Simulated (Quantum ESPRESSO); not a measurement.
## Ba2Cu3Cl2O4: spin-resolved density of states

Wanted: the exchange-split electronic structure of Ba2Cu3Cl2O4.

Calculated with Quantum ESPRESSO 7.5; LDA with U = 6 eV on Cu d (ortho-atomic projectors); plane waves with GBRV 1.5 LDA potentials, no spin-orbit coupling.

**1. Starting point**

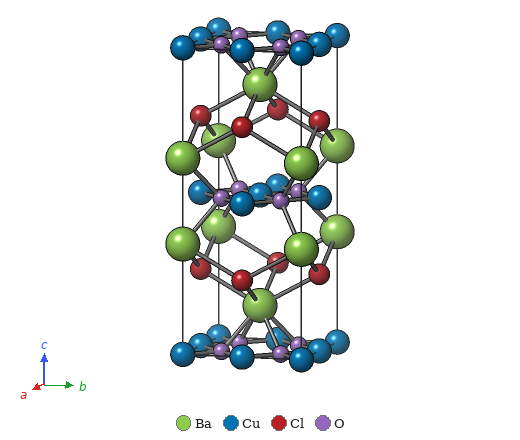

The cell as given, slightly off an axis (barium green, copper blue, chlorine red, oxygen purple). This picture shows the conventional cell, with its axes. Some periodic images of atoms are drawn too.

Structure file:

```cif
data_structure
_symmetry_space_group_name_H-M 'P 1'
_symmetry_Int_Tables_number 1
_cell_length_a 7.9299
_cell_length_b 7.9299
_cell_length_c 7.9299
_cell_angle_alpha 139.287
_cell_angle_beta 139.287
_cell_angle_gamma 58.937
_cell_volume 210.14
loop_
_atom_site_label
_atom_site_type_symbol
_atom_site_fract_x
_atom_site_fract_y
_atom_site_fract_z
_atom_site_occupancy
Ba1 Ba 0.36000 0.36000 0.00000 1
Ba2 Ba 0.64000 0.64000 0.00000 1
Cu3 Cu 0.50000 0.00000 0.50000 1
Cu4 Cu 0.00000 0.50000 0.50000 1
Cu5 Cu 0.00000 0.00000 0.00000 1
Cl6 Cl 0.75000 0.25000 0.50000 1
Cl7 Cl 0.25000 0.75000 0.50000 1
O8 O 0.25000 0.25000 0.50000 1
O9 O 0.25000 0.75000 0.00000 1
O10 O 0.75000 0.75000 0.50000 1
O11 O 0.75000 0.25000 0.00000 1
```

The cell comes from the Crystallography Open Database.

**2. The magnetic state**

This state came out lowest in a comparison of starts that is told elsewhere.

File pw.in:

```
&CONTROL
  calculation = 'scf'
  prefix = 'pwscf'
  outdir = './tmp'
  pseudo_dir = './pseudo'
  disk_io = 'low'
/
&SYSTEM
  ibrav = 0
  celldm(1) = 8
  nat = 11
  ntyp = 5
  ecutwfc = 40
  ecutrho = 280
  nbnd = 78
  occupations = 'smearing'
  smearing = 'fd'
  degauss = 0.00367493
  nspin = 2
  starting_magnetization(1) = 0
  starting_magnetization(2) = 0.0526
  starting_magnetization(3) = -0.0526
  starting_magnetization(4) = 0
  starting_magnetization(5) = 0
/
&ELECTRONS
  conv_thr = 2.2d-08
  electron_maxstep = 150
  mixing_beta = 0.3
/
ATOMIC_SPECIES
Ba    137.3270 ba_lda_v1.uspp.F.UPF
Cu1    63.5460 cu_lda_v1.2.uspp.F.UPF
Cu2    63.5460 cu_lda_v1.2.uspp.F.UPF
Cl     35.4500 cl_lda_v1.4.uspp.F.UPF
O      15.9990 o_lda_v1.2.uspp.F.UPF
CELL_PARAMETERS alat
  -0.6516011893475    0.6516011893475    1.6308336455520
   0.6516011893475   -0.6516011893475    1.6308336455520
   0.6516011893475    0.6516011893475   -1.6308336455520
ATOMIC_POSITIONS crystal
Ba      0.3600000000    0.3600000000    0.0000000000
Ba      0.6400000000    0.6400000000    0.0000000000
Cu1     0.5000000000    0.0000000000    0.5000000000
Cu2     0.0000000000    0.5000000000    0.5000000000
Cu1     0.0000000000    0.0000000000    0.0000000000
Cl      0.7500000000    0.2500000000    0.5000000000
Cl      0.2500000000    0.7500000000    0.5000000000
O       0.2500000000    0.2500000000    0.5000000000
O       0.2500000000    0.7500000000    0.0000000000
O       0.7500000000    0.7500000000    0.5000000000
O       0.7500000000    0.2500000000    0.0000000000
K_POINTS automatic
6 6 6 0 0 0
HUBBARD {ortho-atomic}
U Cu1-3d 6.0000
U Cu2-3d 6.0000
```

Started as:

```sh
> OMP_NUM_THREADS=1 mpirun -n 4 pw.x -nk 4 -in pw.in > pw.out
```

Output:

```text
Program PWSCF v.7.5 starts

     Message from routine setup:
     using ibrav=0 with symmetry is DISCOURAGED, use correct ibrav instead

     K-points division:     npool     =       4
     Subspace diagonalization in iterative solution of the eigenvalue problem:

     bravais-lattice index     =            0
     lattice parameter (alat)  =       8.0000  a.u.
     unit-cell volume          =    1418.0886 (a.u.)^3
     number of atoms/cell      =           11
     number of atomic types    =            5
     number of electrons       =       115.00
     number of Kohn-Sham states=           78
     kinetic-energy cutoff     =      40.0000  Ry
     charge density cutoff     =     280.0000  Ry
     scf convergence threshold =      2.2E-08
     mixing beta               =       0.3000
     number of iterations used =            8  plain     mixing
     Exchange-correlation= SLA  PZ   NOGX NOGC
                           (   1   1   0   0   0   0   0)
     Hubbard projectors: ortho-atomic
     Hubbard parameters of DFT+U (Dudarev formulation) in eV:
     U(Cu1-3d) =  6.0000
     U(Cu2-3d) =  6.0000

     Internal variables: lda_plus_u =T, lda_plus_u_kind = 0

     Internal variables: orbital_resolved =F, hub_pot_fix =F, apply_U = F

     celldm(1)=   8.000000  celldm(2)=   0.000000  celldm(3)=   0.000000
     celldm(4)=   0.000000  celldm(5)=   0.000000  celldm(6)=   0.000000

     crystal axes: (cart. coord. in units of alat)
               a(1) = (  -0.651601   0.651601   1.630834 )
               a(2) = (   0.651601  -0.651601   1.630834 )
               a(3) = (   0.651601   0.651601  -1.630834 )

     reciprocal axes: (cart. coord. in units 2 pi/alat)
               b(1) = (  0.000000  0.767341  0.306592 )
               b(2) = (  0.767341  0.000000  0.306592 )
               b(3) = (  0.767341  0.767341  0.000000 )

     PseudoPot. # 1 for Ba read from file:
     ba_lda_v1.uspp.F.UPF
     Pseudo is Ultrasoft + core correction, Zval = 10.0

     PseudoPot. # 2 for Cu read from file:
     cu_lda_v1.2.uspp.F.UPF
     Pseudo is Ultrasoft + core correction, Zval = 19.0

     PseudoPot. # 3 for Cu read from file:
     cu_lda_v1.2.uspp.F.UPF
     Pseudo is Ultrasoft + core correction, Zval = 19.0

     PseudoPot. # 4 for Cl read from file:
     cl_lda_v1.4.uspp.F.UPF
     Pseudo is Ultrasoft + core correction, Zval =  7.0

     PseudoPot. # 5 for O  read from file:
     o_lda_v1.2.uspp.F.UPF
     Pseudo is Ultrasoft + core correction, Zval =  6.0

     atomic species   valence    mass     pseudopotential
     Ba               10.00   137.32700     Ba( 1.00)
     Cu1              19.00    63.54600     Cu( 1.00)
     Cu2              19.00    63.54600     Cu( 1.00)
     Cl                7.00    35.45000     Cl( 1.00)
     O                 6.00    15.99900     O ( 1.00)

     Starting magnetic structure
     atomic species   magnetization
     Ba              0.000
     Cu1             0.053
     Cu2            -0.053
     Cl              0.000
     O               0.000

      8 Sym. Ops., with inversion, found

   Cartesian axes

     site n.     atom                  positions (alat units)
         1        Ba     tau(   1) = (  -0.0000000  -0.0000000   1.1742002  )
         2        Ba     tau(   2) = (   0.0000000   0.0000000   2.0874671  )
         3        Cu1    tau(   3) = (   0.0000000   0.6516012   0.0000000  )
         4        Cu2    tau(   4) = (   0.6516012   0.0000000   0.0000000  )
         5        Cu1    tau(   5) = (   0.0000000   0.0000000   0.0000000  )
         6        Cl     tau(   6) = (   0.0000000   0.6516012   0.8154168  )
         7        Cl     tau(   7) = (   0.6516012   0.0000000   0.8154168  )
         8        O      tau(   8) = (   0.3258006   0.3258006   0.0000000  )
         9        O      tau(   9) = (   0.3258006  -0.3258006   1.6308336  )
        10        O      tau(  10) = (   0.3258006   0.3258006   1.6308336  )
        11        O      tau(  11) = (  -0.3258006   0.3258006   1.6308336  )

     number of k points=    46  Fermi-Dirac smearing, width (Ry)=  0.0037
                       cart. coord. in units 2pi/alat
        k(    1) = (   0.0000000   0.0000000   0.0000000), wk =   0.0046296
        k(    2) = (   0.1278901   0.1278901   0.0000000), wk =   0.0185185
        k(    3) = (   0.2557802   0.2557802   0.0000000), wk =   0.0185185
        k(    4) = (  -0.3836703  -0.3836703   0.0000000), wk =   0.0092593
        k(    5) = (   0.1278901   0.0000000   0.0510986), wk =   0.0185185
        [... 41 further k-points ...]

     Dense  grid:   112021 G-vectors     FFT dimensions: (  80,  80,  80)

     Smooth grid:    48469 G-vectors     FFT dimensions: (  64,  64,  64)

     Check: negative core charge=   -0.000002
     Generating pointlists ...
     new r_m :   0.2676 (alat units)  2.1407 (a.u.) for type    1
     new r_m :   0.1901 (alat units)  1.5205 (a.u.) for type    2
     new r_m :   0.1901 (alat units)  1.5205 (a.u.) for type    3
     new r_m :   0.3068 (alat units)  2.4547 (a.u.) for type    4
     new r_m :   0.1901 (alat units)  1.5205 (a.u.) for type    5

     Initial potential from superposition of free atoms

     starting charge     111.9746, renormalised to     115.0000

     negative rho (up, down):  1.156E-01 1.156E-01

     STARTING HUBBARD OCCUPATIONS:

     =================== HUBBARD OCCUPATIONS ===================
     ------------------------ ATOM    3 ------------------------
     Tr[ns(  3)] (up, down, total) =   5.00000  3.00000  8.00000
     Atomic magnetic moment for atom   3 =   2.00000
     [... lines left out ...]
     ------------------------ ATOM    4 ------------------------
     Tr[ns(  4)] (up, down, total) =   3.00000  5.00000  8.00000
     Atomic magnetic moment for atom   4 =  -2.00000
     [... lines left out ...]
     ------------------------ ATOM    5 ------------------------
     Tr[ns(  5)] (up, down, total) =   5.00000  3.00000  8.00000
     Atomic magnetic moment for atom   5 =   2.00000
     [... lines left out ...]
     Number of occupied Hubbard levels =   24.0000

     Atomic wfc used for Hubbard projectors are orthogonalized

     Starting wfcs are   89 randomized atomic wfcs

     Self-consistent Calculation

     iteration #  1     ecut=    40.00 Ry     beta= 0.30
     Davidson diagonalization with overlap
     ethr =  1.00E-02,  avg # of iterations =  4.4

     =================== HUBBARD OCCUPATIONS ===================
     ------------------------ ATOM    3 ------------------------
     Tr[ns(  3)] (up, down, total) =   4.90273  4.50156  9.40429
     Atomic magnetic moment for atom   3 =   0.40117
     [... lines left out ...]
     ------------------------ ATOM    4 ------------------------
     Tr[ns(  4)] (up, down, total) =   4.49797  4.90294  9.40091
     Atomic magnetic moment for atom   4 =  -0.40497
     [... lines left out ...]
     ------------------------ ATOM    5 ------------------------
     Tr[ns(  5)] (up, down, total) =   4.94165  4.60431  9.54596
     Atomic magnetic moment for atom   5 =   0.33735
     [... lines left out ...]
     Number of occupied Hubbard levels =   28.3512

     negative rho (up, down):  1.118E-01 1.118E-01

     total energy              =   -1546.51175338 Ry
     estimated scf accuracy    <       2.82428361 Ry

     total magnetization       =     0.48 Bohr mag/cell
     absolute magnetization    =     1.63 Bohr mag/cell

     iteration #  2     ecut=    40.00 Ry     beta= 0.30
     Davidson diagonalization with overlap
     ethr =  2.46E-03,  avg # of iterations =  3.6

     negative rho (up, down):  1.099E-01 1.100E-01

     total energy              =   -1547.34249126 Ry
     estimated scf accuracy    <       0.66425415 Ry

     total magnetization       =     0.72 Bohr mag/cell
     absolute magnetization    =     1.80 Bohr mag/cell

     [... further iterations left out ...]

     iteration # 16     ecut=    40.00 Ry     beta= 0.30
     Davidson diagonalization with overlap
     ethr =  1.38E-10,  avg # of iterations =  5.1

     negative rho (up, down):  1.042E-01 1.044E-01

     total energy              =   -1547.39662379 Ry
     estimated scf accuracy    <       0.00000007 Ry

     total magnetization       =     0.99 Bohr mag/cell
     absolute magnetization    =     2.41 Bohr mag/cell

     iteration # 17     ecut=    40.00 Ry     beta= 0.30
     Davidson diagonalization with overlap
     ethr =  6.09E-11,  avg # of iterations =  2.1

     negative rho (up, down):  1.042E-01 1.044E-01

     Magnetic moment per site  (integrated on atomic sphere of radius R)
     atom   1 (R=0.268)  charge=  6.6007  magn=  0.0046
     atom   2 (R=0.268)  charge=  6.6007  magn=  0.0046
     atom   3 (R=0.190)  charge= 16.4490  magn=  0.5535
     atom   4 (R=0.190)  charge= 16.4475  magn= -0.5581
     atom   5 (R=0.190)  charge= 16.4415  magn=  0.6488
     atom   6 (R=0.307)  charge=  6.7108  magn=  0.0001
     atom   7 (R=0.307)  charge=  6.7108  magn=  0.0001
     atom   8 (R=0.190)  charge=  5.3165  magn=  0.0790
     atom   9 (R=0.190)  charge=  5.3165  magn=  0.0790
     atom  10 (R=0.190)  charge=  5.3165  magn=  0.0790
     atom  11 (R=0.190)  charge=  5.3165  magn=  0.0790

     End of self-consistent calculation

     =================== HUBBARD OCCUPATIONS ===================
     ------------------------ ATOM    3 ------------------------
     Tr[ns(  3)] (up, down, total) =   4.90274  4.35638  9.25912
     Atomic magnetic moment for atom   3 =   0.54636
     [... lines left out ...]
     ------------------------ ATOM    4 ------------------------
     Tr[ns(  4)] (up, down, total) =   4.35326  4.90285  9.25611
     Atomic magnetic moment for atom   4 =  -0.54959
     [... lines left out ...]
     ------------------------ ATOM    5 ------------------------
     Tr[ns(  5)] (up, down, total) =   4.93059  4.30279  9.23338
     Atomic magnetic moment for atom   5 =   0.62780
     [... lines left out ...]
     Number of occupied Hubbard levels =   27.7486

     [... lines left out ...]
     the Fermi energy is     7.0421 ev

!    total energy              =   -1547.39662381 Ry
     estimated scf accuracy    <       0.00000002 Ry
     smearing contrib. (-TS)   =      -0.00019564 Ry
     internal energy E=F+TS    =   -1547.39642818 Ry

     The total energy is F=E-TS. E is the sum of the following terms:
     one-electron contribution =   -1681.34953395 Ry
     hartree contribution      =     889.03508991 Ry
     xc contribution           =    -217.83597387 Ry
     ewald contribution        =    -537.51322624 Ry
     Hubbard energy            =       0.26721599 Ry

     total magnetization       =     0.99 Bohr mag/cell
     absolute magnetization    =     2.41 Bohr mag/cell

     convergence has been achieved in  17 iterations

=------------------------------------------------------------------------------=
   JOB DONE.
=------------------------------------------------------------------------------=
```

Wall time 12 min (4 MPI ranks of Intel Xeon Platinum 8259CL at 2.50GHz (Skylake/Cascade Lake), shared host); peak memory 2.1 GiB; 46 min of CPU time.

Spin moment in the atom's sphere by atom:

| atom | spin moment in the atom's sphere (μB) |
| --- | --- |
| Ba1 | 0.005 |
| Ba2 | 0.005 |
| Cu3 | 0.553 |
| Cu4 | -0.558 |
| Cu5 | 0.649 |
| Cl6 | 0.000 |
| Cl7 | 0.000 |
| O8 | 0.079 |
| O9 | 0.079 |
| O10 | 0.079 |
| O11 | 0.079 |

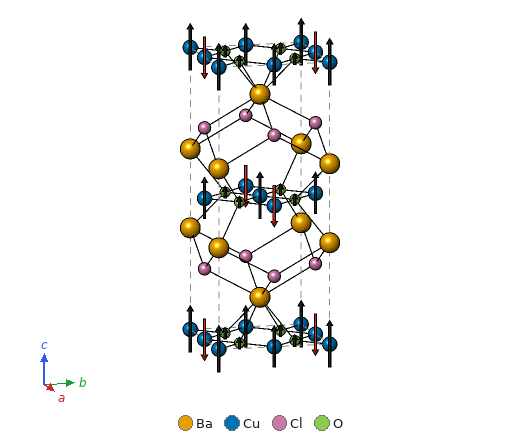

Spin moment in the atom's sphere as arrows, the longest 0.649 μB. Up and down stand for the sign. Arrows give size and sign along the axis of quantisation, drawn up and down the page. Each arrow also spans its atom, so small moments look longer than they are. The two directions have two colours. Some periodic images of atoms are drawn too.

Read from the output:

* smearing term TS: 0.002662 eV
* magnetization: 0.993 μB
* absolute magnetization: 2.412 μB
* final state: ferrimagnetic

[end of part 1 of 2]

[Logs and program files are shortened in this print: banners, set-up blocks, solver, clock and traceback lines can be left out without a mark of their own.]

[Logs are printed without paths, hosts, clocks, repeated set-up lines and the standing remarks that a program may print on its own settings, such as how far it seeks lower states.]

[Hosts, paths, dates, database ids (printed as entryN), source tags and the programs' standing remarks are cut or masked in the printed files.]

[Where a cell is said to come from a database of computed structures, the database is the Materials Project.]
